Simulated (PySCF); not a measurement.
## Electronic structure of C4H9O (SMILES C[C](C)CO) (doublet) in real space

```xyz
14

C    -0.3530    1.4390   -0.4030
C     0.1668    0.0553   -0.2543
C     1.5485   -0.1596    0.2416
C    -0.7779   -1.0924   -0.2877
O    -1.2584   -1.4634    1.0089
H     0.4264    2.1071   -0.7680
H    -0.7016    1.8512    0.5536
H    -1.1954    1.4678   -1.0938
H     1.5923   -0.1167    1.3369
H     2.2231    0.6067   -0.1383
H     1.9167   -1.1411   -0.0526
H    -0.2855   -1.9978   -0.6540
H    -1.6360   -0.8671   -0.9379
H    -1.6667   -0.6895    1.4115
```

Geometry: GFN2-xTB.

Computed with PySCF, UKS B3LYP, pcH-1 on C H O, non-relativistic, mean-field spin-orbit, GIAO.

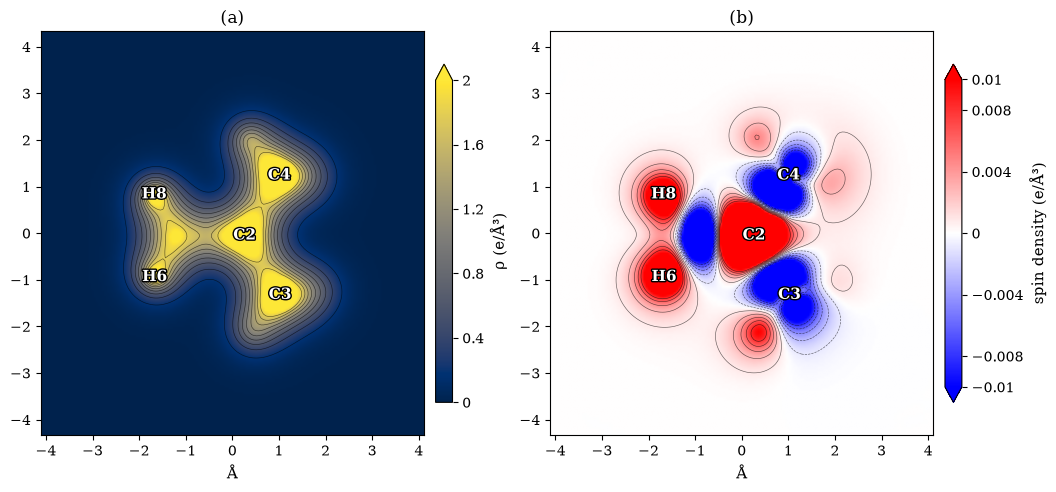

Figure 1. (a) electron density; (b) spin density (α minus β) on the plane of atoms C3, C2 and C4.

**What do the fields say about this system?**

- The plane passes through C and H nuclei.
- C–C (1.48 Å): the density is about 1.8 e/Å³ at the midpoint.
- The unpaired spin (1 electron) lies mostly on C2 (about 0.6), in electrons by Hirshfeld's partition.

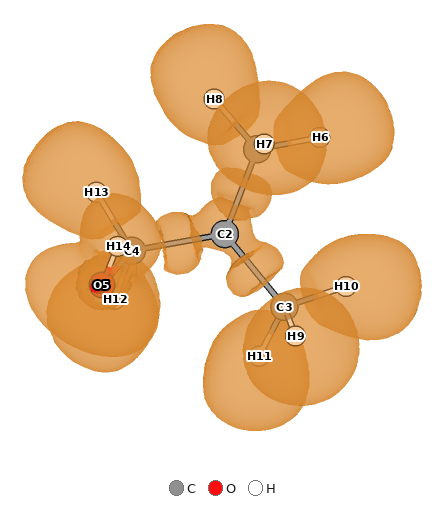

Figure 2. Isosurface of the ELF at 0.75 (orange), seen at a tilt. Only the valence region is drawn (cores and ρ < 0.01 e/Å³ removed).

**What do the ELF domains correspond to?**

The ELF exceeds this value in eight regions around hydrogen nuclei, one region on C in which the atom's valence shell and bonds are merged and one joined region spread over several atoms (H, O), in which their bonds and any lone pairs are merged. Along the contacts the grid gives the following. C–O (1.43 Å): the ELF peaks at about 0.90 between the atoms, as expected for a polar covalent bond. C–C (1.48 Å): the ELF peaks at about 0.95 between the atoms; localised, covalent bonding.

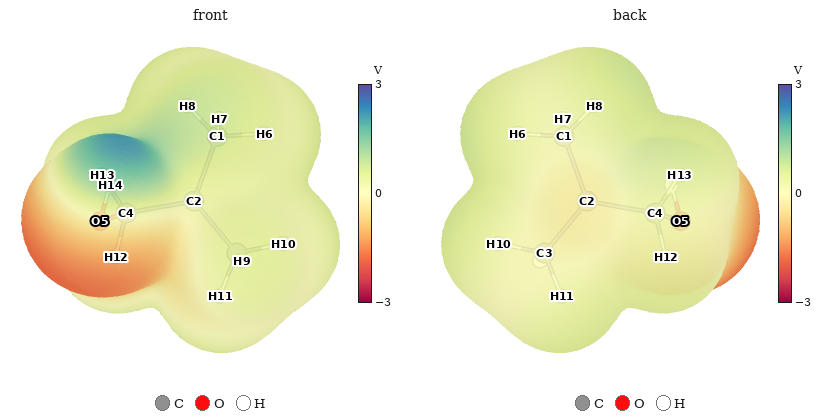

Figure 3. The molecular electrostatic potential painted on the density surface at 0.002 e/bohr³, seen from the front and from behind; the colour scale runs from red (negative) to blue (positive).

**Describe the electrostatic potential map.**

The most negative region (about −1.8 V, or −42 kcal/mol for a unit charge) lies over O5, the most positive (about +2.2 V, or +51 kcal/mol for a unit charge) over H14. O5 is the likeliest acceptor of a hydrogen bond.
